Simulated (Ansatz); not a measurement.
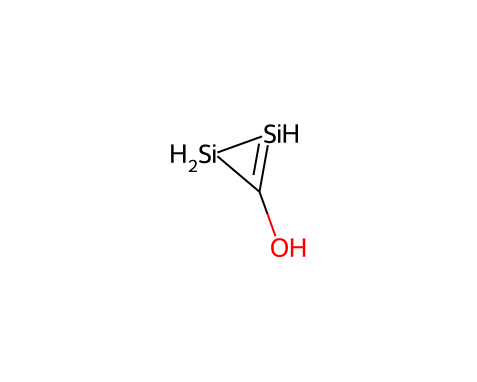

Structural formula above. The computed structure is the end point of a PBE0-D4/def2-TZVP optimisation. No frequency run is at hand to confirm it as a minimum.

Describe the 3D structure.

Formula CH₄OSi₂. SMILES: `OC1=[SiH][SiH2]1`. Independent rings (smallest set): 1 of 3 members. Among its groups: Si–H bond. Coordination, clear cases only: 1 O bent.

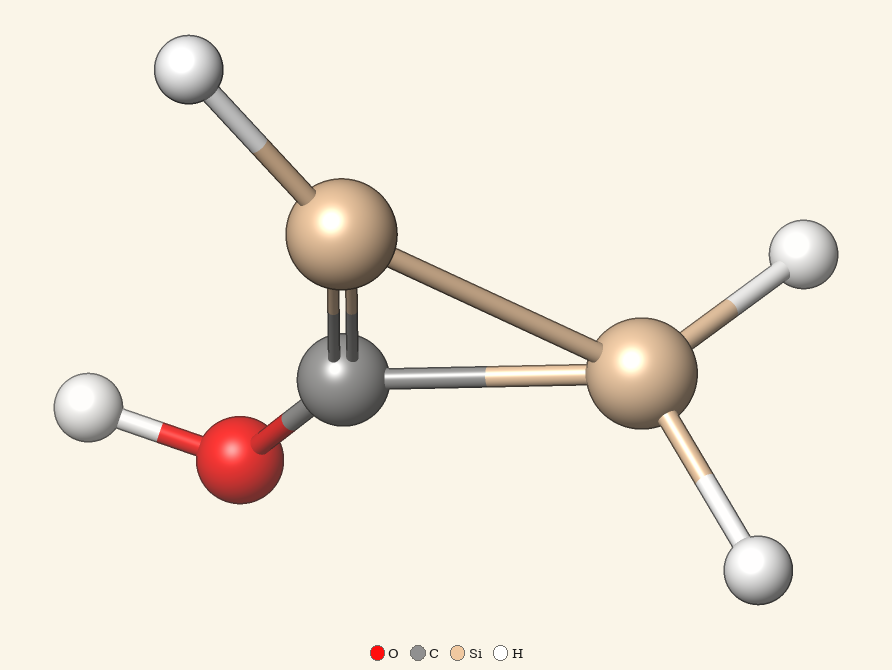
